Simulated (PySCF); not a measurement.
# C₄H₁₃BSi (SMILES B[C@H](C)[SiH2]CC): what the fields show

```xyz
19

B    -1.4122   -1.3306   -1.2565
C    -1.5100   -0.2540   -0.1524
C    -2.6008    0.8038   -0.3182
Si    0.2031    0.6333   -0.1556
C     1.6332   -0.5672    0.1996
C     2.9753    0.1461    0.3128
H    -0.9158   -2.3673   -1.0305
H    -1.8009   -1.1084   -2.3386
H    -1.5959   -0.6876    0.8483
H    -2.5307    1.2802   -1.2928
H    -3.5865    0.3471   -0.2386
H    -2.5263    1.5793    0.4430
H     0.4354    1.3170   -1.4375
H     0.1429    1.6600    0.9004
H     1.6940   -1.3152   -0.5924
H     1.4459   -1.1151    1.1247
H     3.7789   -0.5609    0.5130
H     2.9539    0.8754    1.1188
H     3.2066    0.6732   -0.6095
```

Geometry: GFN2-xTB.

Level of theory: CAM-B3LYP/def2-SVPD, SCF density, gas phase (PySCF).

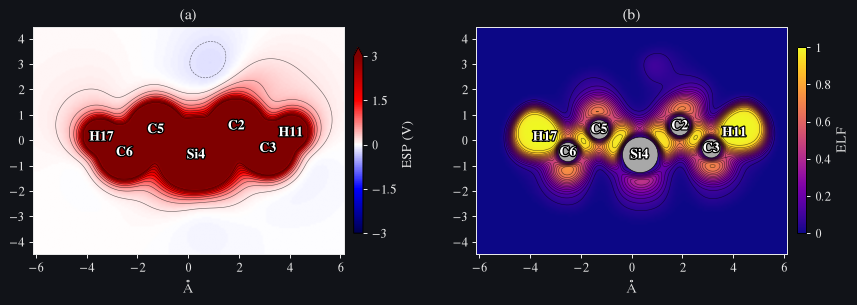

Figure 1. (a) molecular electrostatic potential; (b) ELF on the plane of atoms C2, Si4 and C5. Grey discs cover the atomic cores in the ELF map.

Q: What do the fields say about this system?

A: Atoms in the plane: C, Si and H. C–C (1.52 Å): the ELF peaks at about 0.95 between the atoms: a covalent bond. C–Si (1.90 Å): the ELF peaks at about 0.95 between the atoms; localised, covalent bonding. C–H (1.09 Å): the ELF climbs to about 1 towards the hydrogen, as it does in any bond to H: a covalent bond by its length. The potential has no marked negative region in this plane.

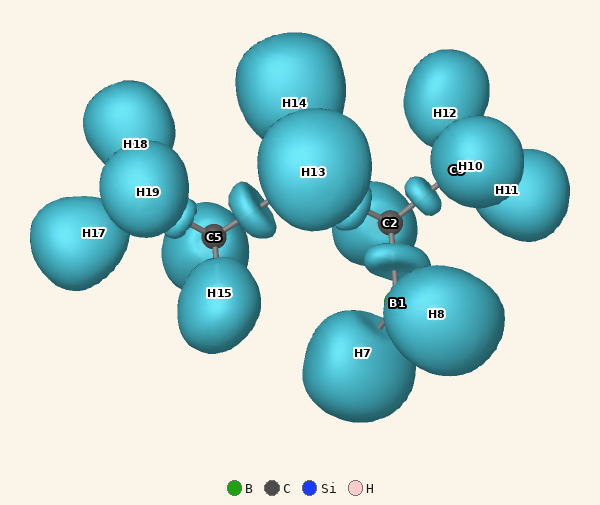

Figure 2. Isosurface of the electron localisation function at 0.85 (cyan), seen across its widest extent. Core shells and regions of very low density are left out.

Q: Describe the localisation domains.

A: At this value the surface marks out one region between bonded B–C atoms (shared pairs), two regions between bonded C–C atoms (shared pairs), two regions between bonded C–Si atoms (shared pairs) and 13 regions around hydrogen nuclei.


 C–B (1.55 Å): the ELF peaks at about 0.95 between the atoms (a shared electron pair).

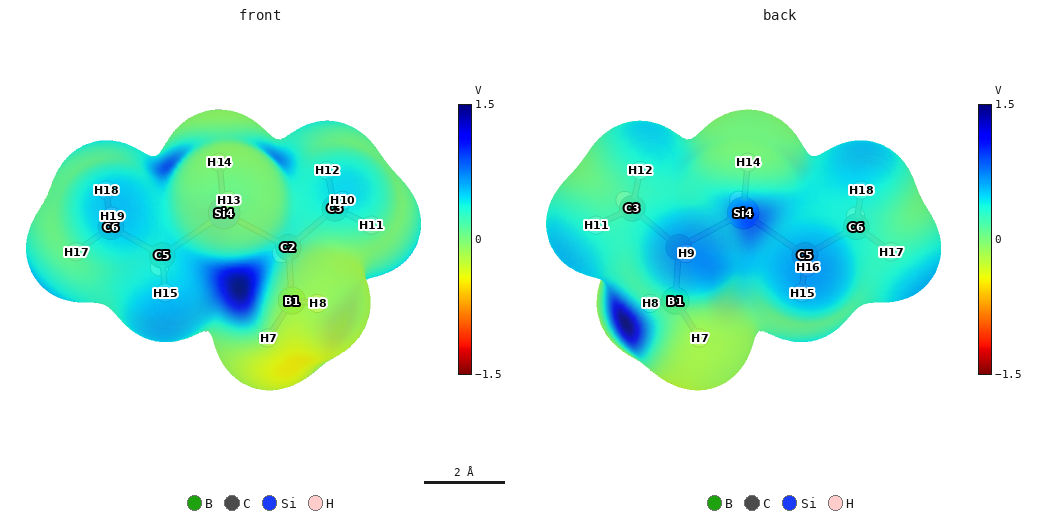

Figure 3. The molecular electrostatic potential painted on the density surface at 0.002 e/bohr³, seen from the front and from behind; the colour scale runs from red (negative) to blue (positive).

Q: Which sites attract a positive test charge, and which a negative one?

A: A positive charge is drawn to the negative regions and a negative charge to the positive ones. The most negative region (about −0.5 V) lies over H7, the most positive (about +1.4 V) over B1 and Si4.
